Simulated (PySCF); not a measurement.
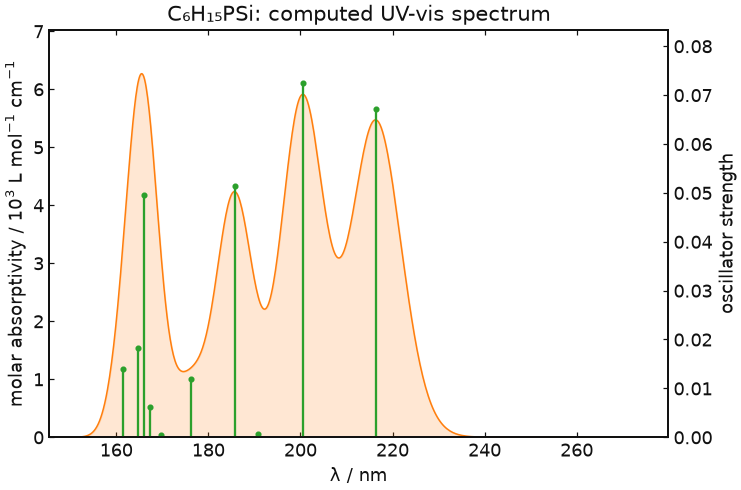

Computed absorption of C₆H₁₅PSi, SMILES CCP1C[C@@H](C)[C@@H]1[SiH3]. Vertical TDDFT excitations, CAM-B3LYP/def2-SVPD, PySCF 2.14.0, at a PBE0-D3(BJ)/def2-SVP geometry (no frequency check), gas phase. Only the first 10 singlet excitations are included; each is broadened by a Gaussian of 1/e half-width 0.20 eV. Sticks give oscillator strengths (right axis).

Does any vertical transition fall in the visible?

Answer. No singlet lies below 3.1 eV (beyond 400 nm), so at this level no vertical transition falls in the visible.

Where is the lowest singlet, and is it bright?

Answer. S1 lies at 5.73 eV (216 nm) with f = 0.067, mixed, the largest part being HOMO → LUMO+1 (39 %); it is bright.

Known limits of this run: states above the negative HOMO energy depend on the basis; one conformer of a flexible molecule; core orbitals are frozen in the response.
